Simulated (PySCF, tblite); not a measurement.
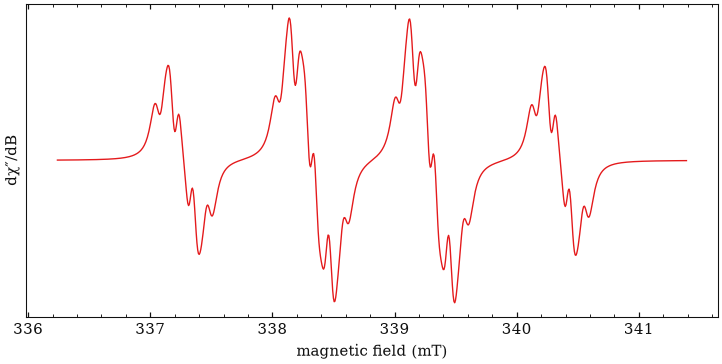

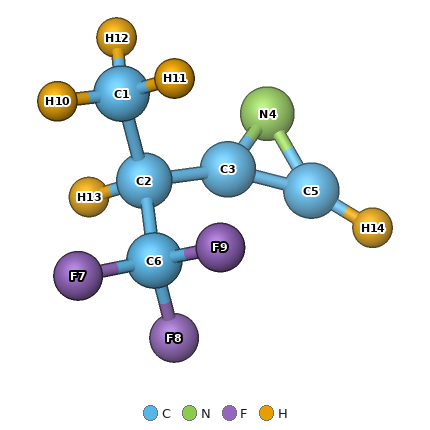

First-order isotropic EPR spectrum (fast tumbling, first derivative) of C₅H₅F₃N, SMILES C[C@@H](C1=N[CH]1)C(F)(F)F, doublet at 9.50 GHz, Lorentzian lines of 0.10 mT full width at half height, from computed g and hyperfine couplings (B3LYP/pcH-1, PySCF, at a GFN2-xTB geometry (a minimum by its frequencies), gas phase); values of one conformer, averaged over methyl-type rotors alone; other conformers aren't averaged in; no vibrational averaging; dilute isotopes left out. The SMILES is one Lewis form and needn't show where the spin sits.

Which couplings does the calculation give? The spectrum shows the sizes of those above the line width, not their signs.

```
       nuclei  isotope  a (mT)  a (MHz)
          H14       ¹H   −1.11    −31.2
           N4      ¹⁴N    0.98     27.6
   F7, F8, F9      ¹⁹F    0.11      3.1
          H13       ¹H    0.06      1.7
H10, H11, H12       ¹H   −0.02     −0.5
```

What is the g value, and how wide is the spectrum?

g_iso = 2.0033, which centres the spectrum at 338.8 mT; it spans 3.6 mT.

Caveats: the tight-binding geometry is rougher than a DFT one and adds to the error.
